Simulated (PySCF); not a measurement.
## Run report: C$_{2}$H$_{3}$F$_{3}$, interaction-energy calculation

System: C$_{2}$H$_{3}$F$_{3}$.
Method: wB97M-D3(BJ)/def2-TZVPD interaction energy, counterpoise and uncorrected, gas phase (PySCF 2.14.0).

The geometry comes from this level: PBE0-D3(BJ)/def2-SVPD.

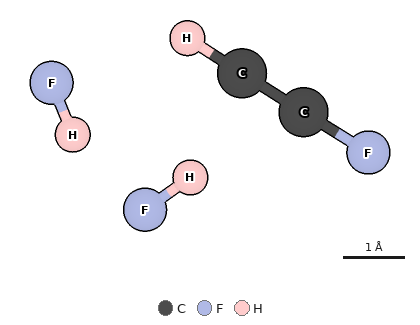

Figure 1. The structure (ball-and-stick view, seen at a tilt).

## Results in brief

- outcome: converged
- total energy: −377.689863 hartree
- interaction energy, counterpoise-corrected: −11.56 kcal/mol
- HOMO: −11.58 eV
- LUMO: 0.41 eV
- dipole moment: 2.58 D
- hardware: 1 CPU thread, shared host
- wall time: 42 s
- peak memory: 0.63 GiB

## The input
```
{"job": {"kind": "inter", "xc": "wB97M-D3(BJ)", "basis": "def2-TZVPD", "pairs": false}, "charge": 0, "multiplicity": 1, "parts": [{"atoms": "0-3", "charge": 0, "multiplicity": 1}, {"atoms": "4-5", "charge": 0, "multiplicity": 1}, {"atoms": "6-7", "charge": 0, "multiplicity": 1}]}
C      0.707386    -0.064100     0.015368
C      0.839104    -0.275076     1.195896
F      0.988114    -0.493445     2.434164
H      0.597735     0.123415    -1.039444
F     -1.430958     0.309268    -2.329298
H     -1.898009     0.150468    -1.536007
F     -2.134243    -0.166392     0.147736
H     -1.226578    -0.187732     0.403531
```

The first line tells a small driver script what to run in PySCF; the rest is the geometry in Å.

Run as:
```bash
OMP_NUM_THREADS=1 python <driver script> task.json out
```

## Output
```
part 1, own basis, geometry of the cluster
coarse grid: 18136 points
cycle   1  E = -176.6207612828  dE =  4.737e-01  |g| = 4.329e-01  |ddm| = 6.353e+00
cycle   2  E = -176.6245801802  dE = -3.819e-03  |g| = 4.164e-01  |ddm| = 1.095e+00
cycle   3  E = -176.6570368617  dE = -3.246e-02  |g| = 6.735e-02  |ddm| = 9.021e-01
cycle   4  E = -176.6580793412  dE = -1.042e-03  |g| = 2.493e-02  |ddm| = 2.939e-01
cycle   5  E = -176.6581859374  dE = -1.066e-04  |g| = 8.856e-03  |ddm| = 1.009e-01
cycle   6  E = -176.6581993217  dE = -1.338e-05  |g| = 9.656e-04  |ddm| = 4.613e-02
cycle   7  E = -176.6581996301  dE = -3.084e-07  |g| = 2.737e-04  |ddm| = 3.514e-03
final grid: 39392 points
cycle   8  E = -176.6581867700  dE = -3.053e-08  |g| = 1.443e-04  |ddm| = 7.464e-03
cycle   9  E = -176.6581867725  dE = -2.562e-09  |g| = 1.215e-04  |ddm| = 1.475e-03
cycle  10  E = -176.6581867755  dE = -2.987e-09  |g| = 2.647e-05  |ddm| = 4.300e-04
[... 1 cycle left out ...]
converged SCF energy = -176.6581867757

part 2, own basis, geometry of the cluster
coarse grid: 7776 points
[... 5 cycles left out ...]
final grid: 16976 points
[... 3 cycles left out ...]
converged SCF energy = -100.5052795365

part 3, own basis, geometry of the cluster
coarse grid: 7776 points
[... 5 cycles left out ...]
final grid: 16976 points
[... 4 cycles left out ...]
converged SCF energy = -100.5049935235

part 1, own basis, relaxed alone
coarse grid: 18136 points
[... 7 cycles left out ...]
final grid: 39392 points
[... 4 cycles left out ...]
converged SCF energy = -176.6586021060

part 2, own basis, relaxed alone
coarse grid: 7776 points
[... 5 cycles left out ...]
final grid: 16976 points
[... 3 cycles left out ...]
converged SCF energy = -100.5053935841

part 3, own basis, relaxed alone: E = -100.5053935841 (as before)

cluster
final grid: 73344 points
[... 10 cycles left out ...]
converged SCF energy = -377.6840511727

part 1 in the basis of the cluster
final grid: 73344 points
[... 5 cycles left out ...]
converged SCF energy = -176.6582565083

part 2 in the basis of the cluster
final grid: 73344 points
cycle   1  E = -100.5053439152  dE = -6.759e-05  |g| = 1.396e-03  |ddm| = 6.345e-01
cycle   2  E = -100.5053448207  dE = -9.054e-07  |g| = 2.314e-04  |ddm| = 1.261e-01
cycle   3  E = -100.5053448493  dE = -2.865e-08  |g| = 1.232e-04  |ddm| = 2.740e-02
cycle   4  E = -100.5053448514  dE = -2.026e-09  |g| = 2.422e-05  |ddm| = 1.269e-03
cycle   5  E = -100.5053448515  dE = -1.282e-10  |g| = 1.859e-06  |ddm| = 8.928e-04
converged SCF energy = -100.5053448515

part 3 in the basis of the cluster
final grid: 73344 points
cycle   1  E = -100.5050987388  dE = -1.086e-04  |g| = 1.929e-03  |ddm| = 3.327e-01
cycle   2  E = -100.5051002517  dE = -1.513e-06  |g| = 3.167e-04  |ddm| = 3.624e-02
cycle   3  E = -100.5051002969  dE = -4.519e-08  |g| = 1.591e-04  |ddm| = 6.095e-03
cycle   4  E = -100.5051003002  dE = -3.300e-09  |g| = 3.049e-05  |ddm| = 3.091e-04
cycle   5  E = -100.5051003003  dE = -1.787e-10  |g| = 2.274e-06  |ddm| = 2.444e-04
converged SCF energy = -100.5051003003

Interaction energy (kcal/mol)
  counterpoise      -11.564
  uncorrected       -11.720
  dispersion part    -1.932
  deformation         0.584
  binding           -10.980

Decomposition of the uncorrected value (kcal/mol)
  electrostatic     -18.580
  Pauli              21.410
  orbital           -12.618
  dispersion         -1.932

Charge of each part in the cluster: 0.036 -0.022 -0.014
```

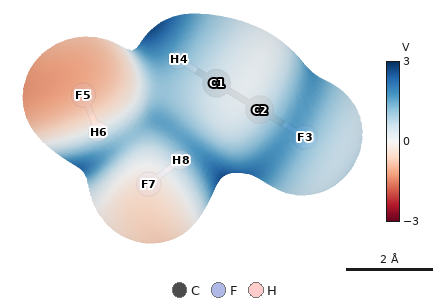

Figure 2. The molecular electrostatic potential painted on the density surface at 0.004 e/bohr³, seen at a tilt; the colour scale runs from red (negative) to blue (positive).

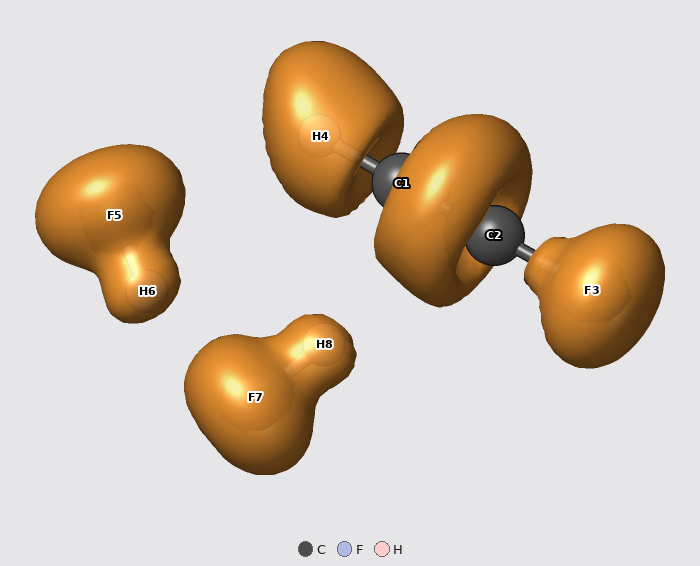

Figure 3. Isosurface of the electron localisation function at 0.75 (orange), seen at a tilt. Only the valence region is drawn (cores and ρ < 0.01 e/Å³ removed). Values along the shortest contacts: C–C (1.21 Å): the ELF peaks at about 0.85 between the atoms; a double or triple bond.
